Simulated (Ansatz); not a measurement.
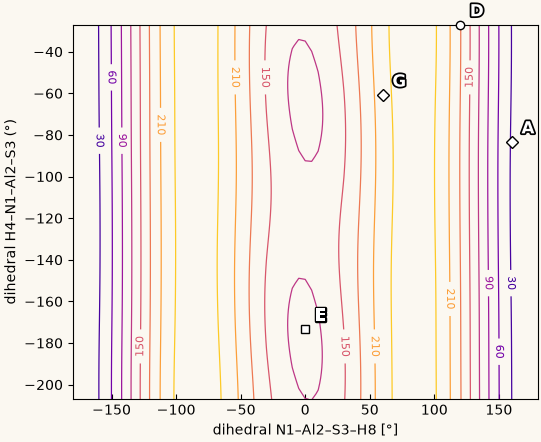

AlH5NS, SMILES [NH3+][AlH][SH], charge +1. 
- First axis: dihedral N1–Al2–S3–H8. Second axis: dihedral H4–N1–Al2–S3.
- Nothing is relaxed (all other coordinates rigid).
- Grid: 18 × 17 points.
- Points are written as (first, second).
- All energies are given in meV relative to the lowest grid point.
- Level of theory: RHF/def2-TZVP in Ansatz.

The picture shows contour lines labelled in meV, lettered points. Between grid points the surface is interpolated.

**Is E the lowest point of the computed grid?**

No. E lies 113 meV above the lowest grid point, which is at (−180°, −117.0°). It is a local minimum.

**What kind of point is each of A, E, G: minimum, saddle, maximum or slope?**

A: on a slope; E: minimum; G: on a slope. (In these two coordinates alone; a stationary point may lie a little off the grid point.)
